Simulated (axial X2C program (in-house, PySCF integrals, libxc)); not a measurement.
**A two-component session on BaMo: properties at the nuclei**

Wanted for BaMo: properties at the nuclei, at the two-component level.

Computed with an in-house X2C program for linear molecules on PySCF integrals. Level: two-component X2C with atomic mean-field terms, Ba dyall-cv3z, Mo dyall-cv3z.

All values are calculated.

**1. Set-up**

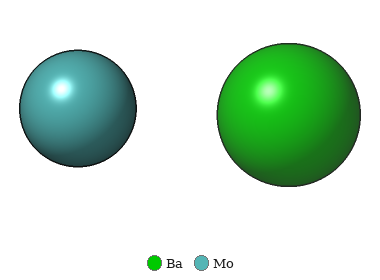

The two atoms at 3.340 Å (barium green, molybdenum teal).

task.json

```json
{"zs": [56, 42], "q": 0, "bas": ["dyall-cv3z", "dyall-cv3z"], "r0": 3.34, "levels": ["PBE0", "HF", "BP86", "LDA", "r2SCAN"], "nst": 2}
```

Keys: zs atomic numbers; q charge; bas basis sets; r0 starting distance in Å; levels methods (HF also brings MP2); nst determinants followed.

Started as:

```console
python soeom.py task.json out
```

Nuclei are Gaussian, cores are contracted, and the Gaunt term is on.

**2. Expectation values, lowest determinant**

R = 3.473 Å. State: Ω = 3 (excess of +ω over −ω: ω = 1/2, ω = 5/2).

Output of the PBE0 run:

```text
two-component X2C + atomic mean field  PBE0
basis functions 299  fitting functions 1403  grid points 5809
iter        total energy     max residual
   1     -12177.638416929     3.32e-05
   2     -12177.638416958     2.22e-05
   3     -12177.638416970     9.10e-06
   4     -12177.638416971     3.96e-06
converged
one-electron -17390.64647852  Coulomb 5185.90979733  exact exchange -79.85407726  xc functional -244.25906001  nuclear repulsion 358.37166717  atomic mean-field constant -7.16026569
```

The highest occupied spinor is 54% Ba s, 16% Ba p, 15% Mo p.

```
 level  Eeff magnitude (GV/cm)  Ws magnitude Ba (kHz)  A∥/gI Ba (MHz)  qzz Ba (a.u.)  A∥/gI Mo (MHz)  qzz Mo (a.u.)  μ (D)
  PBE0                    5.53                   1.42             247          -0.95             324          -0.08  -1.84
    HF                    14.8                   3.05            96.8          -1.07             272           0.01   0.50
  BP86                    4.26                   1.16             332          -0.96             350          -0.06  -2.45
   LDA                    4.33                   1.16             376          -0.97             343          -0.02  -2.83
r2SCAN                    4.96                   1.45             278          -0.87             410          -0.18  -1.98
```

Eeff is the effective electric field on the electron dipole moment in this Ω state and Ws the scalar–pseudoscalar constant (defined with the proton number Z and per Ω); A∥ is the parallel hyperfine constant, which follows by multiplying with the nuclear g factor gI = μI/(I μN); qzz is the electric field gradient, eQq0 = 234.96 MHz × Q/barn × qzz; μ is positive if Mo is the positive end. The operators were transformed with the bare-nucleus X2C matrices.

**3. Expectation values, a higher determinant**

R = 3.473 Å. State: Ω = 2 (excess of +ω over −ω: ω = -1/2, ω = 5/2), 0.27 eV above the lowest in the PBE0 search for states (made at or near this distance, with looser thresholds).

Output of the PBE0 run:

```text
two-component X2C + atomic mean field  PBE0
basis functions 299  fitting functions 1403  grid points 5809
iter        total energy     max residual
   1     -12177.628413381     3.97e-05
   2     -12177.628413485     2.74e-05
   3     -12177.628413552     1.74e-05
   4     -12177.628413576     1.04e-05
   5     -12177.628413585     7.15e-06
converged
one-electron -17391.93638562  Coulomb 5187.22545332  exact exchange -79.85592809  xc functional -244.27295468  nuclear repulsion 358.37166717  atomic mean-field constant -7.16026569
```

The highest occupied spinor is 40% Ba d, 19% Ba p, 17% Mo s.

```
 level  Eeff magnitude (GV/cm)  Ws magnitude Ba (kHz)  A∥/gI Ba (MHz)  qzz Ba (a.u.)  A∥/gI Mo (MHz)  qzz Mo (a.u.)  μ (D)
  PBE0                    5.44                   1.55            -809          -1.45            56.8          -0.02  -3.52
    HF                    1.57                   2.89            -728          -1.42            58.9           0.64  -2.14
  BP86                    4.94                   1.49            -829          -1.27             169          -0.06  -4.00
   LDA                     5.4                   1.71            -869          -1.31            99.9           0.02  -4.17
r2SCAN                    5.15                   1.31            -881          -1.39             365          -0.13  -3.49
```

**4. Summary of results**

| quantity | value |
| --- | --- |
| lowest determinant | Ω = 3 (excess of +ω over −ω: ω = 1/2, ω = 5/2) |
| Eeff magnitude (GV/cm), PBE0 | 5.53 |
| Ws magnitude Ba (kHz), PBE0 | 1.42 |
| A∥/gI Ba (MHz), PBE0 | 247 |
| qzz Ba (a.u.), PBE0 | -0.95 |
| higher determinant | Ω = 2 (excess of +ω over −ω: ω = -1/2, ω = 5/2) |
| Eeff magnitude (GV/cm), PBE0, higher determinant | 5.44 |
| Ws magnitude Ba (kHz), PBE0, higher determinant | 1.55 |
| A∥/gI Ba (MHz), PBE0, higher determinant | -809 |
| qzz Ba (a.u.), PBE0, higher determinant | -1.45 |

What this shows: In the first state, the effective field runs from 4.26 to 14.8 GV/cm over the mean-field levels, so the levels don't agree on it. The expectation values come from single determinants, which for open shells can mix terms of unlike spin or miss the lowest Ω, so a determinant need not be a state. Eeff is the effective electric field on the electron dipole moment in this Ω state and Ws the scalar–pseudoscalar constant (defined with the proton number Z and per Ω); A∥ is the parallel hyperfine constant, which follows by multiplying with the nuclear g factor gI = μI/(I μN); qzz is the electric field gradient, eQq0 = 234.96 MHz × Q/barn × qzz; μ is positive if Mo is the positive end. The operators were transformed with the bare-nucleus X2C matrices.
